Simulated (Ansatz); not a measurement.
## Geometry relaxation of CH₈GeSSi (part 3 of 3)

CH₈GeSSi; RKS PBE0-D4/def2-SVP (Ansatz 0.2.0). It belongs to a series of runs on one base structure; here: end point B relaxed.

Geometry of the input (Å):
```
C  -1.5216  1.3197  -0.2047
S  -0.4685  1.5053  1.2194
Ge 0.1648  -0.6131  1.1008
Si 1.6548  -0.9045  -0.7193
H  -0.9844  1.0988  -1.1416
H  -2.0749  2.3541  -0.3837
H  -0.7974  2.6451  1.9244
H  -0.9973  -1.5289  0.9894
H  0.9873  -0.9508  2.4452
H  2.7302  0.0001  -0.5910
H  0.8229  -0.6297  -1.9280
H  2.0784  -2.2973  -0.7265
```

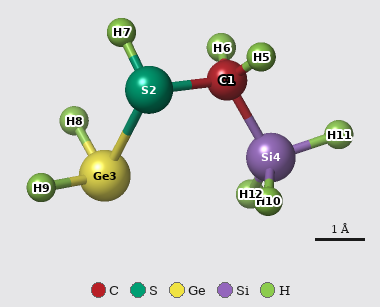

Figure 1. The geometry at step 32 of the log (ball-and-stick view, seen at a tilt; atoms are numbered from 1 in the order of the input).

**Trajectory as extended XYZ, continued**
```
12
Properties=species:S:1:pos:R:3:forces:R:3 step=24 energy=-76367.05877
C    -0.4628    1.3230   -0.5645    0.0182  -0.2328  -0.1646
S    -0.2265    1.6073    1.1450   -0.2392   0.1833   0.3191
Ge    0.2456   -0.6567    1.4575    0.0221  -0.0592   0.0681
Si    1.0624   -0.5879   -0.8206   -0.1271   0.1782  -0.0154
H    -0.3512    2.2628   -1.1233    0.0124  -0.0130   0.0168
H    -1.4193    0.8243   -0.7832    0.0234   0.0528   0.0457
H    -1.4124    1.7452    1.8501    0.2206  -0.0201  -0.2002
H    -1.1255   -1.3011    1.7811   -0.0166   0.0013   0.0191
H     1.1053   -0.8025    2.7362    0.0080  -0.0233   0.0178
H     2.1686    0.3973   -1.0133    0.0364  -0.0032  -0.0041
H     0.1618   -0.9166   -1.9657    0.0114  -0.0280  -0.0730
H     1.8483   -1.8963   -0.7149    0.0303  -0.0359  -0.0293
12
Properties=species:S:1:pos:R:3:forces:R:3 step=25 energy=-76367.08890
C    -0.4412    1.2686   -0.5413    0.0064  -0.1579  -0.3508
S    -0.2528    1.6194    1.1769   -0.0912   0.1972   0.2665
Ge    0.2510   -0.6577    1.4768    0.0552  -0.2306   0.1173
Si    1.0333   -0.5502   -0.8317   -0.1481   0.2193  -0.0205
H    -0.2852    2.1860   -1.1297   -0.0312  -0.0257   0.0384
H    -1.4234    0.8167   -0.7551    0.0551   0.0510   0.0347
H    -1.4735    1.7931    1.7991    0.2607  -0.1482  -0.2005
H    -1.1204   -1.2878    1.8361   -0.0202  -0.0056   0.0159
H     1.1303   -0.8342    2.7405   -0.0175   0.0344   0.0754
H     2.1755    0.4028   -1.0092   -0.0160   0.0468   0.0064
H     0.1760   -0.8922   -2.0115   -0.0320   0.0432  -0.0757
H     1.8246   -1.8655   -0.7665   -0.0213  -0.0240   0.0929
12
Properties=species:S:1:pos:R:3:forces:R:3 step=26 energy=-76367.16857
C    -0.3570    1.1483   -0.5445   -0.7056   0.2515  -0.0992
S    -0.2363    1.6094    1.2028   -0.2524   0.2847   0.3370
Ge    0.2847   -0.7099    1.5304   -0.0379  -0.1994   0.2728
Si    0.9231   -0.4136   -0.8583    0.6017  -0.5020  -0.2869
H    -0.1601    2.0409   -1.1705   -0.0695  -0.1727   0.1055
H    -1.3864    0.7774   -0.7299    0.2414   0.1470  -0.0024
H    -1.5240    1.7697    1.6712    0.4704  -0.1655  -0.3330
H    -1.1043   -1.2816    1.9545    0.0104   0.0150   0.0571
H     1.1517   -0.8563    2.8125   -0.0444   0.0605   0.0952
H     2.1483    0.4635   -0.9905   -0.0758   0.0233  -0.0197
H     0.1556   -0.7896   -2.1080    0.0111   0.1659  -0.1362
H     1.6990   -1.7595   -0.7852   -0.1494   0.0918   0.0098
12
Properties=species:S:1:pos:R:3:forces:R:3 step=27 energy=-76367.20812
C    -0.3790    1.1155   -0.5386   -0.3674   0.0200   0.0253
S    -0.2327    1.6218    1.2155    1.9876  -0.2568  -0.6988
Ge    0.2954   -0.7245    1.5801    0.0641  -0.0247   0.1811
Si    0.9245   -0.4295   -0.8933    0.2473  -0.0297  -0.4312
H    -0.1646    1.9897   -1.1849   -0.0630  -0.1830   0.1156
H    -1.4214    0.7749   -0.7081    0.2549   0.1125   0.0319
H    -1.4581    1.7146    1.6076   -1.8974   0.0915   0.5365
H    -1.0965   -1.2672    2.0416   -0.0452   0.0477   0.0131
H     1.1135   -0.8084    2.9047   -0.0047   0.0563   0.0880
H     2.1440    0.4684   -0.9634   -0.0950  -0.1060   0.0207
H     0.2204   -0.6601   -2.2353    0.1801   0.0973   0.0998
H     1.6488   -1.7965   -0.8415   -0.2612   0.1748   0.0180
12
Properties=species:S:1:pos:R:3:forces:R:3 step=28 energy=-76367.36532
C    -0.3841    1.0787   -0.5416   -0.3001  -0.1152   0.1460
S    -0.2095    1.5990    1.2129    0.3971  -0.1372  -0.2680
Ge    0.3280   -0.7420    1.6418    0.1090  -0.0537   0.0591
Si    0.9181   -0.4149   -0.9549    0.2911  -0.0139  -0.4705
H    -0.1753    1.9487   -1.1944   -0.0293  -0.1822   0.0868
H    -1.4371    0.7616   -0.6869    0.2901   0.0422  -0.0152
H    -1.4923    1.6762    1.5886   -0.3655   0.0237   0.1145
H    -1.0848   -1.2281    2.1199   -0.0427   0.0510   0.0315
H     1.1073   -0.7606    2.9976   -0.0345   0.0988   0.1088
H     2.1684    0.4454   -0.9385   -0.1664  -0.1378  -0.0003
H     0.3086   -0.5436   -2.3640    0.2116   0.1484   0.1977
H     1.5472   -1.8215   -0.8961   -0.3604   0.2761   0.0098
12
Properties=species:S:1:pos:R:3:forces:R:3 step=29 energy=-76367.53334
C    -0.3878    1.0191   -0.5276   -0.1876  -0.0497  -0.0039
S    -0.1888    1.5566    1.2099   -0.0818  -0.0838  -0.0147
Ge    0.3730   -0.7770    1.6877    0.1389  -0.0451   0.4325
Si    0.9238   -0.3806   -1.0216    0.1976  -0.0987  -0.6966
H    -0.1862    1.8838   -1.1859   -0.0443  -0.1182   0.0116
H    -1.4400    0.7117   -0.6681    0.2081  -0.0616  -0.0297
H    -1.4942    1.6498    1.5659    0.1117   0.0115   0.0267
H    -1.0742   -1.1837    2.1679    0.0059   0.0158   0.0197
H     1.0792   -0.6805    3.0956   -0.1175   0.0884   0.0282
H     2.1939    0.4344   -0.9331   -0.1371  -0.1536   0.0120
H     0.3999   -0.4044   -2.4742    0.2538   0.1587   0.2646
H     1.3958   -1.8303   -0.9322   -0.3478   0.3362  -0.0502
12
Properties=species:S:1:pos:R:3:forces:R:3 step=30 energy=-76367.73285
C    -0.3894    0.9702   -0.5320   -0.1223  -0.0217   0.1720
S    -0.1728    1.5178    1.2137   -0.1179  -0.1630  -0.2347
Ge    0.4144   -0.7992    1.7791    0.1973  -0.1598   0.3521
Si    0.9249   -0.3491   -1.1086    0.2858  -0.0391  -0.7118
H    -0.2096    1.8361   -1.1930   -0.0574  -0.0379   0.0418
H    -1.4365    0.6521   -0.6655    0.1274  -0.0918  -0.0066
H    -1.4819    1.6326    1.5545    0.1430   0.0147   0.0047
H    -1.0631   -1.1649    2.2219    0.0536   0.0373   0.0495
H     1.0478   -0.6073    3.2219   -0.2067   0.1316  -0.0480
H     2.2178    0.4084   -0.9234   -0.1606  -0.1759  -0.0285
H     0.4931   -0.2726   -2.5905    0.2484   0.1242   0.3864
H     1.2496   -1.8254   -0.9936   -0.3904   0.3814   0.0231
12
Properties=species:S:1:pos:R:3:forces:R:3 step=31 energy=-76367.97725
C    -0.3962    0.9303   -0.5335    0.2094  -0.1799  -0.3138
S    -0.1487    1.4313    1.1871   -0.0327  -0.0181   0.2640
Ge    0.4755   -0.8700    1.8568    0.0638   0.0502   0.6846
Si    0.9505   -0.3048   -1.2181   -0.1205   0.0083  -0.3476
H    -0.2606    1.8168   -1.1758   -0.1088   0.0050   0.0234
H    -1.4270    0.5746   -0.6615    0.0184  -0.1790  -0.0584
H    -1.4483    1.6204    1.5516    0.2447  -0.0439  -0.0588
H    -1.0356   -1.1448    2.2776    0.0632  -0.0630  -0.0108
H     0.9649   -0.4858    3.3399   -0.1790   0.0376  -0.2762
H     2.2622    0.3703   -0.9332   -0.1183  -0.1548  -0.0343
H     0.5973   -0.1416   -2.6879    0.2046   0.0509   0.1701
H     1.0600   -1.7980   -1.0186   -0.2448   0.4866  -0.0423
12
Properties=species:S:1:pos:R:3:forces:R:3 step=32 energy=-76368.14734
C    -0.3700    0.8922   -0.5557   -0.4256   0.5243  -0.1241
S    -0.0966    1.3614    1.1754    0.1093  -0.1588   0.1197
Ge    0.4951   -0.9229    2.0103    0.1526  -0.0063   0.3573
Si    0.9310   -0.2235   -1.3318    0.6286  -0.7203   0.0669
H    -0.3029    1.8050   -1.1782   -0.1859  -0.0035   0.1880
H    -1.3859    0.4856   -0.6693    0.0531  -0.1023  -0.0222
H    -1.3827    1.6043    1.5319    0.0732   0.0038  -0.0505
H    -1.0453   -1.2118    2.3309    0.1199   0.0786   0.0954
H     0.9076   -0.3746    3.4742   -0.3035  -0.0114  -0.3311
H     2.2732    0.3395   -0.9641   -0.1216  -0.0704  -0.0965
H     0.6775   -0.0591   -2.7916    0.0162   0.1404  -0.1527
H     0.8933   -1.6974   -1.0474   -0.1163   0.3259  -0.0503
12
Properties=species:S:1:pos:R:3:forces:R:3 step=33 energy=-76368.22864
C    -0.3736    0.8861   -0.5659    0.0125   0.1940  -0.4217
S    -0.0527    1.2817    1.1718    0.0840  -0.0727   0.0591
Ge    0.5267   -0.9860    2.1015   -0.1152   0.3140   0.6074
Si    0.9520   -0.2144   -1.4104    0.0242  -0.0523   0.1288
H    -0.3593    1.8300   -1.1489   -0.1052  -0.1311   0.2201
H    -1.3792    0.4481   -0.6642    0.0967  -0.1007  -0.0290
H    -1.3278    1.5646    1.5365    0.0878  -0.0209   0.0314
H    -1.0270   -1.1954    2.4292    0.0725  -0.0610  -0.0778
H     0.7703   -0.2585    3.5452   -0.0419  -0.1795  -0.5022
H     2.3007    0.3001   -1.0120   -0.0874  -0.0547  -0.0484
H     0.7322    0.0164   -2.8759    0.0203   0.0205   0.0622
H     0.8320   -1.6739   -1.1224   -0.0483   0.1444  -0.0300
12
Properties=species:S:1:pos:R:3:forces:R:3 step=34 energy=-76368.21261 accepted=F
C    -0.3638    0.8945   -0.6099   -0.1575  -0.3840   0.3493
S     0.0793    1.2732    1.1219   -0.4423   0.0304  -0.0011
Ge    0.4684   -0.9373    2.1837    0.4012  -0.4775  -0.0076
Si    0.9623   -0.2025   -1.4478    0.0554   0.3386  -0.1620
H    -0.5236    1.8451   -1.1442    0.1304  -0.0919   0.0043
H    -1.3062    0.3163   -0.6316    0.0697   0.1624   0.0674
H    -1.1640    1.4822    1.6164    0.0317   0.2077  -0.0872
H    -1.0704   -1.2441    2.4625   -0.1122   0.2382  -0.1106
H     0.6510   -0.1355    3.5435   -0.0094   0.1032  -0.0393
H     2.3110    0.2420   -0.9990    0.0480  -0.0329   0.0057
H     0.7877    0.1188   -2.8976    0.0591  -0.0976  -0.0502
H     0.7627   -1.6540   -1.2136   -0.0741   0.0033   0.0313
12
Properties=species:S:1:pos:R:3:forces:R:3 step=35 energy=-76368.27624
C    -0.3732    0.8759   -0.5797   -0.1191   0.0985   0.0653
S    -0.0022    1.2514    1.1637    0.0771  -0.0669  -0.1387
Ge    0.5157   -0.9898    2.1532   -0.0261   0.1135   0.1032
Si    0.9588   -0.1959   -1.4255    0.0738  -0.0036  -0.0352
H    -0.4526    1.8322   -1.1250   -0.0088  -0.0692   0.0640
H    -1.3442    0.3585   -0.6474    0.0601   0.0022   0.0112
H    -1.2542    1.5605    1.5717   -0.0179   0.0130   0.0072
H    -1.0505   -1.1975    2.3981    0.0533  -0.0023   0.0260
H     0.7338   -0.1800    3.5193   -0.0684  -0.0811  -0.1198
H     2.3135    0.2627   -0.9992   -0.0205  -0.0184  -0.0004
H     0.7814    0.0657   -2.8891    0.0070  -0.0013   0.0240
H     0.7678   -1.6449   -1.1555   -0.0105   0.0157  -0.0070
12
Properties=species:S:1:pos:R:3:forces:R:3 step=36 energy=-76368.28105
C    -0.3860    0.8449   -0.5765    0.1167   0.0183   0.0545
S     0.0637    1.2508    1.1337   -0.1622  -0.0231   0.0755
Ge    0.5094   -0.9680    2.1882    0.0674  -0.0839   0.0296
Si    0.9666   -0.1806   -1.4557   -0.0555  -0.0686   0.0172
H    -0.5286    1.7925   -1.1129   -0.0205   0.0580  -0.0616
H    -1.3315    0.2852   -0.5964   -0.0317  -0.0478   0.0246
H    -1.1672    1.6096    1.5752    0.0588   0.0362  -0.0008
H    -1.0529   -1.2143    2.4016   -0.0246   0.0644  -0.0589
H     0.6442   -0.1548    3.5520    0.0136   0.0225  -0.0433
H     2.3175    0.2397   -0.9875   -0.0045   0.0258   0.0015
H     0.8109    0.1271   -2.9093    0.0178   0.0039  -0.0227
H     0.7481   -1.6333   -1.2279    0.0244  -0.0057  -0.0155
12
Properties=species:S:1:pos:R:3:forces:R:3 step=37 energy=-76368.28261
C    -0.3778    0.8316   -0.5669   -0.0961   0.0549   0.0273
S     0.0651    1.2261    1.1476    0.1115  -0.0017   0.0041
Ge    0.4258   -1.0295    2.1715    0.0208   0.0694  -0.0209
Si    0.9809   -0.1735   -1.4634   -0.0020   0.0089   0.0381
H    -0.5522    1.7779   -1.1054    0.0355  -0.0527   0.0186
H    -1.3112    0.2507   -0.5726   -0.0481  -0.0351  -0.0363
H    -1.1408    1.6523    1.5997    0.0229  -0.0491  -0.0819
H    -1.1459   -1.1184    2.4263   -0.0148  -0.0074   0.0191
H     0.6948   -0.2049    3.5061   -0.0262  -0.0249   0.0269
H     2.3188    0.3286   -1.0404    0.0231   0.0020   0.0066
H     0.7859    0.0879   -2.9225   -0.0138   0.0165   0.0097
H     0.8509   -1.6300   -1.1955   -0.0129   0.0193  -0.0113
12
Properties=species:S:1:pos:R:3:forces:R:3 step=38 energy=-76368.28649
C    -0.3975    0.8148   -0.5555   -0.0833   0.0313  -0.0228
S     0.1093    1.2525    1.1273   -0.0291   0.0247   0.0383
Ge    0.4585   -1.0016    2.1436   -0.0019   0.0243   0.0183
Si    0.9712   -0.1778   -1.4446    0.0113  -0.0195  -0.0536
H    -0.5977    1.7438   -1.1150    0.0143  -0.0591   0.0431
H    -1.3215    0.2145   -0.5199    0.0452   0.0318  -0.0091
H    -1.0885    1.6703    1.6048    0.0234  -0.0061  -0.0182
H    -1.1245   -1.1074    2.3306    0.0059  -0.0083  -0.0007
H     0.6529   -0.2019    3.5048   -0.0012  -0.0122   0.0292
H     2.3014    0.3108   -0.9803    0.0087  -0.0017  -0.0075
H     0.8032    0.1187   -2.9005    0.0118  -0.0031  -0.0013
H     0.8275   -1.6379   -1.2110   -0.0051  -0.0022  -0.0157
12
Properties=species:S:1:pos:R:3:forces:R:3 step=39 energy=-76368.28853
C    -0.3900    0.8128   -0.5499   -0.0147   0.0122   0.0164
S     0.1057    1.2628    1.1357   -0.0078  -0.0116  -0.0142
Ge    0.4741   -0.9840    2.1661    0.0027   0.0092   0.0024
Si    0.9709   -0.1793   -1.4552    0.0155  -0.0114  -0.0123
H    -0.5956    1.7392   -1.1080    0.0042  -0.0054   0.0062
H    -1.3109    0.2109   -0.5119   -0.0005  -0.0003  -0.0088
H    -1.1005    1.6765    1.5927    0.0096   0.0011   0.0071
H    -1.1094   -1.1252    2.3209    0.0022   0.0008  -0.0014
H     0.6265   -0.1946    3.5399   -0.0046  -0.0002   0.0014
H     2.3120    0.2864   -0.9975   -0.0070   0.0021  -0.0011
H     0.7998    0.1349   -2.9075    0.0026  -0.0038   0.0089
H     0.8117   -1.6416   -1.2409   -0.0022   0.0072  -0.0046
```

**Key numbers**

```json
{"quantity": "outcome", "value": "converged"}
{"quantity": "total energy", "value": "−76368.2886 eV"}
{"quantity": "mean-field energy", "value": "−76368.0111 eV"}
{"quantity": "largest force (length of the vector) at the end", "value": "0.025 eV/Å"}
{"quantity": "hardware", "value": "2 threads of Intel Xeon @ 2.50GHz (Skylake/Cascade Lake), 16 GiB of memory available, shared host"}
{"quantity": "wall time", "value": "3 min (CPU time 5.7 min)"}
{"quantity": "peak memory", "value": "0.34 GiB"}
```
